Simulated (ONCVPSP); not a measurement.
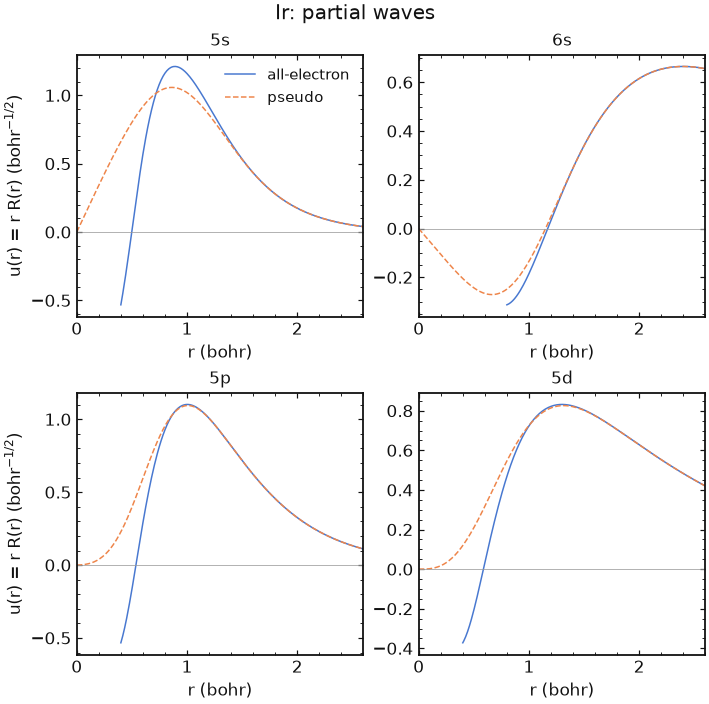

**Figure 1.** Pseudo-waves (dashed) against the all-electron radial functions (solid). The innermost oscillations of some all-electron curves aren't drawn. Reference configuration 5s2 5p6 5d7 6s2.

- Matching radii: 5s at 1.80 bohr; 6s at 1.80 bohr; 5p at 1.35 bohr; 5d at 2.00 bohr. The curves merge smoothly, so the plot gives these only roughly.
- Nodes of the pseudo-waves: 5s has no node; 6s has a node at about 1.2 bohr; 5p has no node; 5d has no node. A node in 6s is expected, since a lower shell of the same l is also in the valence and the two must stay orthogonal.
- Cutoffs needed: 38 Ha (loose) and 45 Ha (tight), as the cutoffs at which the residual kinetic energy of the hardest occupied pseudo-wave falls to 1 and 0.1 mHa per electron. The potential isn't sound: its ghost test gives GHOST(-) flagged for s at -72.2 eV; GHOST(+) flagged for p at 292.9 eV.

## Pseudopotential generation, with input and output: Ir

Iridium (Ir, Z = 77), core [Kr] 4d10 4f14, reference valence 5s2 5p6 5d7 6s2, valence charge 17. Computed at this level: ONCV potential, PBE, scalar-relativistic, made with ONCVPSP 4.0.1.

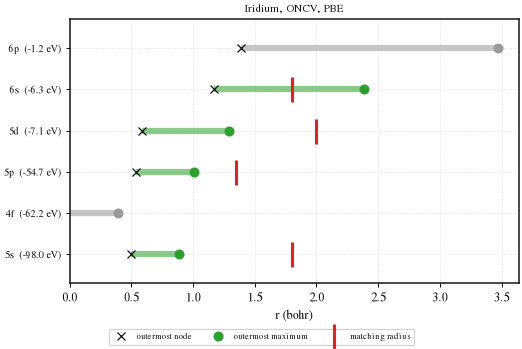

**Figure 2.** Outer shells of the all-electron reference atom: each bar runs from the outermost node (or the nucleus) to the outermost maximum of u(r); the tick is the radius chosen for the pseudo-wave. Shells without a tick have no pseudo-wave of their own. Levels, nodes and maxima are from ld1.x, scalar-relativistic.

- Radii against the shells: 5s: 1.80 bohr, outside the maximum; 5p: 1.35 bohr, outside the maximum; 5d: 2.00 bohr, outside the maximum; 6s: 1.80 bohr, between node and maximum.

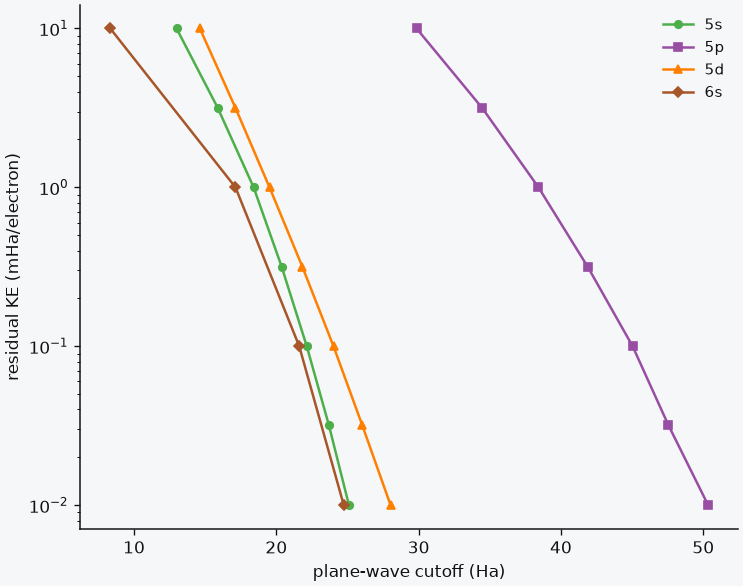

**Figure 3.** Residual kinetic energy of the pseudo-waves (the first of each channel, and further valence shells) beyond the plane-wave cutoff, as the generator prints it.

- Hardest wave at 1 mHa per electron: 5p, with rc = 1.35 bohr and qcut = 10.5 1/bohr. The optimisation minimises, but can't always remove, the kinetic energy above qcut²/2 = 55.1 Ha, and a larger rc would as a rule soften the wave at some cost in transferability.
- Cutoffs for the occupied states: 38 Ha for 1 mHa and 45 Ha for 0.1 mHa per electron. The first is set by 5p.
- Cutoffs for 1 mHa per electron: 5p: 38 Ha; 5d: 20 Ha; 5s: 18 Ha; 6s: 17 Ha.

These pictures come from the run below.

**Input file**
```
# ATOM AND REFERENCE CONFIGURATION
# atsym  z   nc   nv     iexc    psfile
  Ir 77.00   10    4        4      upf
#
#   n    l    f
    1    0    2.00
    2    0    2.00
    2    1    6.00
    3    0    2.00
    3    1    6.00
    3    2   10.00
    4    0    2.00
    4    1    6.00
    4    2   10.00
    4    3   14.00
    5    0    2.00
    5    1    6.00
    5    2    7.00
    6    0    2.00
#
# PSEUDOPOTENTIAL AND OPTIMIZATION
# lmax
    2
#
#   l,   rc,      ep,       ncon, nbas, qcut
    0    1.80    0.00    3    6    7.50
    1    1.35    0.00    4    9   10.50
    2    2.00    0.00    4    9    8.90
#
# LOCAL POTENTIAL
# lloc, lpopt,  rc(5),   dvloc0
    4    5    0.85    4.00
#
# VANDERBILT-KLEINMAN-BYLANDER PROJECTORs
# l, nproj, debl
    0    2    3.20
    1    2    3.70
    2    2    2.90
#
# MODEL CORE CHARGE
# icmod, fcfact, rcfact
    1    0.60    0.00
#
# LOG DERIVATIVE ANALYSIS
# epsh1, epsh2, depsh
   -5.00    5.00    0.04
#
# OUTPUT GRID
# rlmax, drl
    6.00    0.01
#
# TEST CONFIGURATIONS
# ncnf
    4
# nvcnf
#   n    l    f
    4
    5    0    2.00
    5    1    6.00
    5    2    7.00
    6    0    1.00
#
    4
    5    0    2.00
    5    1    6.00
    5    2    7.00
    6    0    0.00
#
    4
    5    0    2.00
    5    1    6.00
    5    2    6.00
    6    0    0.00
#
    4
    5    0    2.00
    5    1    6.00
    5    2    7.50
    6    0    1.50
#
```

Command:
```bash
oncvpsp.x < Ir.dat > Ir.out
```

**Output (extracts)**
```
ONCVPSP  (Optimized Norm-Conservinng Vanderbilt PSeudopotential)
scalar-relativistic version 4.0.1

#   n    l    f        energy (Ha)
    1    0    2.00    -2.7980481E+03
    2    0    2.00    -4.8946590E+02
    2    1    6.00    -4.2516168E+02
    3    0    2.00    -1.1448287E+02
    3    1    6.00    -9.5683617E+01
    3    2   10.00    -7.5010334E+01
    4    0    2.00    -2.4423332E+01
    4    1    6.00    -1.8259112E+01
    4    2   10.00    -1.0693580E+01
    4    3   14.00    -2.2855007E+00
    5    0    2.00    -3.6009185E+00
    5    1    6.00    -2.0101431E+00
    5    2    7.00    -2.6266829E-01
    6    0    2.00    -2.3267220E-01

Reference configufation results
  iterations    27
  all-electron total energy (Ha)   -1.78275495D+04

Begin loop to  construct optimized pseudo wave functions
and semi-local pseudopoentials for all angular momenta

Calculating optimized projector #   1

 for l=   0

    Fraction of norm inside rc  0.984428
    Optimizing pswf for qcut=   7.50 a_B^-1,  ecut=  28.09 Ha
    Residual kinetic energy error=  9.70D-07 Ha

    Energy error per electron        Cutoff
         Ha          eV             Ha
         0.01000     0.27211       12.99
         0.00100     0.02721       18.41
         0.00010     0.00272       22.14
         0.00001     0.00027       25.10

Calculating optimized projector #   2

 for l=   0

    Fraction of norm inside rc  0.119434
    Optimizing pswf for qcut=   7.50 a_B^-1,  ecut=  28.09 Ha
    Residual kinetic energy error=  6.86D-07 Ha

    Energy error per electron        Cutoff
         Ha          eV             Ha
         0.01000     0.27211        8.33
         0.00100     0.02721       17.13
         0.00010     0.00272       21.61
         0.00001     0.00027       24.74

   Wellstate for l =  1  n =  7
     eigenvalue =   1.6899
     asymptotic potential =   2.1899
     half-point radius =  3.5079

Calculating optimized projector #   1

 for l=   1

    Fraction of norm inside rc  0.743425
    Optimizing pswf for qcut=  10.51 a_B^-1,  ecut=  55.27 Ha
    Residual kinetic energy error=  7.82D-07 Ha

    Energy error per electron        Cutoff
         Ha          eV             Ha
         0.01000     0.27211       29.85
         0.00100     0.02721       38.42
         0.00010     0.00272       45.04
         0.00001     0.00027       50.34

Calculating optimized projector #   2

 for l=   1

    Fraction of norm inside rc  0.050782
    Optimizing pswf for qcut=  10.51 a_B^-1,  ecut=  55.27 Ha
    Residual kinetic energy error=  6.41D-07 Ha

    Energy error per electron        Cutoff
         Ha          eV             Ha
         0.01000     0.27211       24.98
         0.00100     0.02721       35.86
         0.00010     0.00272       43.55
         0.00001     0.00027       49.49

   Wellstate for l =  2  n =  7
     eigenvalue =   2.6373
     asymptotic potential =   3.1373
     half-point radius =  3.4917

Calculating optimized projector #   1

 for l=   2

    Fraction of norm inside rc  0.717540
    Optimizing pswf for qcut=   8.90 a_B^-1,  ecut=  39.62 Ha
    Residual kinetic energy error=  2.02D-09 Ha

    Energy error per electron        Cutoff
         Ha          eV             Ha
         0.01000     0.27211       14.63
         0.00100     0.02721       19.52
         0.00010     0.00272       24.02
         0.00001     0.00027       28.03

Calculating optimized projector #   2

 for l=   2

    Fraction of norm inside rc  0.164425
    Optimizing pswf for qcut=   8.90 a_B^-1,  ecut=  39.62 Ha
    Residual kinetic energy error=  1.75D-09 Ha

    Energy error per electron        Cutoff
         Ha          eV             Ha
         0.01000     0.27211       15.55
         0.00100     0.02721       19.92
         0.00010     0.00272       23.99
         0.00001     0.00027       28.00

Construct Vanderbilt / Kleinmman-Bylander projectors

B matrix Hermiticity error, ll=   0
   1   2    5.4421E-04

  Orthonormal projector coefficients  1.9683E+01  2.2084E+00

B matrix Hermiticity error, ll=   1
   1   2   -5.9304E-04

  Orthonormal projector coefficients  1.8572E+01  2.1087E+00

B matrix Hermiticity error, ll=   2
   1   2   -3.2823E-04

  Orthonormal projector coefficients  9.3493E+00  8.5871E-01

Model core correction analysis
  based on d2Exc/dn_idn_j

d2excae - all-electron derivatives

   -2.973841D-02   -2.569515D-02   -1.230132D-02   -1.463335D-03
   -2.570830D-02   -2.531827D-02   -1.524183D-02   -1.615511D-03
   -1.243383D-02   -1.553307D-02   -1.427972D-02   -2.575595D-03
   -1.668390D-03   -2.166045D-03   -3.584060D-03   -1.672826D-03

d2excps - pseudofunction derivatives with no core correction

   -5.732718D-02   -3.218430D-02   -1.436401D-02   -4.070167D-03
   -3.219827D-02   -3.205614D-02   -1.757863D-02   -2.032826D-03
   -1.449946D-02   -1.787577D-02   -1.500019D-02   -2.755234D-03
   -4.282250D-03   -2.594323D-03   -3.783961D-03   -1.927208D-03

rms 2nd derivative error    7.602959E-03

Polynomial model core charge

d2excps - pseudofunction derivatives with core correction

   -2.364837D-02   -2.234897D-02   -1.138845D-02   -1.196303D-03
   -2.236195D-02   -2.583095D-02   -1.563303D-02   -1.385460D-03
   -1.152090D-02   -1.592420D-02   -1.431914D-02   -2.550586D-03
   -1.401350D-03   -1.935878D-03   -3.559065D-03   -1.648971D-03

rms 2nd derivative error    1.968040E-03

Pseudoatom total energy -106.030945

Diagnostic tests using Vanderbilt-Kleinman-Bylander pseudopotentials
  1 or more projectors used as specified by nproj input data

   l    rcore       rmatch      e in        delta e   norm test  slope test

   0   1.8107015   1.8656783  -3.6009185  -0.0000067   1.0000728   1.0000452
   0   1.8107015   1.8656783  -0.2326722   0.0000063   1.0000391   1.0000008

   1   1.3506593   1.3916682  -2.0101431  -0.0000191   1.0001859   1.0002123
   1   1.3506593   1.3916682   1.6898569   0.0000442   1.0006269   1.0006269

   2   2.0045299   2.0653918  -0.2626683  -0.0000006   1.0000731   1.0000830
   2   2.0045299   2.0653918   2.6373317   0.0000606   1.0002375   1.0002375

 Testing for bound ghosts
   n   l    E NL Schr. Eq   E Basis Diag.   E Cutoff

   1   0       -3.600925       -3.600857     39.62
       0                       -2.653693     39.62  WARNING - GHOST(-)
   2   0       -0.232666       -0.210117     39.62

   2   1       -2.010162       -2.010067    216.79

   3   2       -0.262669       -0.261815    110.36

 Testing for highly-localized positive-energy ghosts
       l    <radius>/rc     E Basis Diag.   E Cutoff

       1        0.754401       10.765293    216.79  WARNING - GHOST(+)

Test configuration 0

   n   l     f        eae           eps        diff
   1   0  2.0000-2798.04809588
   2   0  2.0000 -489.46589911
   2   1  6.0000 -425.16167727
   3   0  2.0000 -114.48286607
   3   1  6.0000  -95.68361679
   3   2 10.0000  -75.01033426
   4   0  2.0000  -24.42333224
   4   1  6.0000  -18.25911217
   4   2 10.0000  -10.69358011
   4   3 14.0000   -2.28550074
   5   0  2.0000   -3.60091853   -3.60092528   -6.75D-06
   5   1  6.0000   -2.01014307   -2.01016222   -1.91D-05
   5   2  7.0000   -0.26266829   -0.26266886   -5.64D-07
   6   0  2.0000   -0.23267220   -0.23266594    6.26D-06

    Total energies and differences
      AE_ref= -1.78275495D+04  AE_tst= -1.78275495D+04  dif=  0.00D+00
      PS_ref= -1.06030945D+02  PS_tst= -1.06030945D+02  dif=  5.40D-13
      PSP excitation error= -5.40D-13

Test configuration 1

   n   l     f        eae           eps        diff
   1   0  2.0000-2798.35470907
   2   0  2.0000 -489.77016094
   2   1  6.0000 -425.46599407
   3   0  2.0000 -114.78754322
   3   1  6.0000  -95.98829847
   3   2 10.0000  -75.31483082
   4   0  2.0000  -24.72827796
   4   1  6.0000  -18.56402584
   4   2 10.0000  -10.99838306
   4   3 14.0000   -2.59031417
   5   0  2.0000   -3.90655020   -3.90806627   -1.52D-03
   5   1  6.0000   -2.31690693   -2.31709954   -1.93D-04
   5   2  7.0000   -0.56312981   -0.56303665    9.32D-05
   6   0  1.0000   -0.49856597   -0.49872827   -1.62D-04

    Total energies and differences
      AE_ref= -1.78275495D+04  AE_tst= -1.78271865D+04  dif=  3.63D-01
      PS_ref= -1.06030945D+02  PS_tst= -1.05667669D+02  dif=  3.63D-01
      PSP excitation error= -1.99D-04

Test configuration 2

   n   l     f        eae           eps        diff
   1   0  2.0000-2798.70196854
   2   0  2.0000 -490.11424978
   2   1  6.0000 -425.81016652
   3   0  2.0000 -115.13187023
   3   1  6.0000  -96.33263159
   3   2 10.0000  -75.65896240
   4   0  2.0000  -25.07279106
   4   1  6.0000  -18.90848291
   4   2 10.0000  -11.34267453
   4   3 14.0000   -2.93449682
   5   0  2.0000   -4.25079574   -4.25470268   -3.91D-03
   5   1  6.0000   -2.66153524   -2.66213258   -5.97D-04
   5   2  7.0000   -0.89701874   -0.89690108    1.18D-04

    Total energies and differences
      AE_ref= -1.78275495D+04  AE_tst= -1.78265445D+04  dif=  1.01D+00
      PS_ref= -1.06030945D+02  PS_tst= -1.05025157D+02  dif=  1.01D+00
      PSP excitation error= -7.40D-04

Test configuration 3

   n   l     f        eae           eps        diff
   1   0  2.0000-2799.22383653
   2   0  2.0000 -490.63795303
   2   1  6.0000 -426.33388224
   3   0  2.0000 -115.65307094
   3   1  6.0000  -96.85382859
   3   2 10.0000  -76.18063118
   4   0  2.0000  -25.59267880
   4   1  6.0000  -19.42831770
   4   2 10.0000  -11.86248919
   4   3 14.0000   -3.45341320
   5   0  2.0000   -4.76140101   -4.76670040   -5.30D-03
   5   1  6.0000   -3.16226565   -3.16361595   -1.35D-03
   5   2  6.0000   -1.35549971   -1.35578578   -2.86D-04

    Total energies and differences
      AE_ref= -1.78275495D+04  AE_tst= -1.78254221D+04  dif=  2.13D+00
      PS_ref= -1.06030945D+02  PS_tst= -1.03902521D+02  dif=  2.13D+00
      PSP excitation error= -9.99D-04

Test configuration 4

   n   l     f        eae           eps        diff
   1   0  2.0000-2797.99911710
   2   0  2.0000 -489.41476208
   2   1  6.0000 -425.11059442
   3   0  2.0000 -114.43231209
   3   1  6.0000  -95.63306764
   3   2 10.0000  -74.95958219
   4   0  2.0000  -24.37306299
   4   1  6.0000  -18.20881315
   4   2 10.0000  -10.64318108
   4   3 14.0000   -2.23522205
   5   0  2.0000   -3.55249004   -3.55341519   -9.25D-04
   5   1  6.0000   -1.96485010   -1.96488032   -3.02D-05
   5   2  7.5000   -0.22988274   -0.22977140    1.11D-04
   6   0  1.5000   -0.21799160   -0.21809503   -1.03D-04

    Total energies and differences
      AE_ref= -1.78275495D+04  AE_tst= -1.78275600D+04  dif= -1.05D-02
      PS_ref= -1.06030945D+02  PS_tst= -1.06041308D+02  dif= -1.04D-02
      PSP excitation error= -1.25D-04
```

**Key numbers**

- outcome: generated, with a ghost state
- cutoffs needed: 38 Ha and 45 Ha (the cutoffs at which the residual kinetic energy of the hardest occupied pseudo-wave falls to 1 and 0.1 mHa per electron)
- ghost test: GHOST(-) flagged for s at -72.2 eV; GHOST(+) flagged for p at 292.9 eV
- largest excitation error: -27 meV (all-electron minus pseudo) for 5s2 5p6 5d6 6s0, out of 4 test configurations
- rms error of d²Exc/dni dnj: 7.60 mHa without and 1.97 mHa with the model core
- range over which the phases arctan(r R′/R) at the test radius agree within 0.05 rad (a looser test near the poles than one of phase shifts): p: over the whole range computed; d: over the whole range computed; s: not judged, the stored energies step over a narrow level; f: not judged, local potential alone
- hardware: 1 CPU thread, shared host
- wall time: 3.2 s

**Remarks**

The potential has a bound ghost state, so it can't be used as it stands.
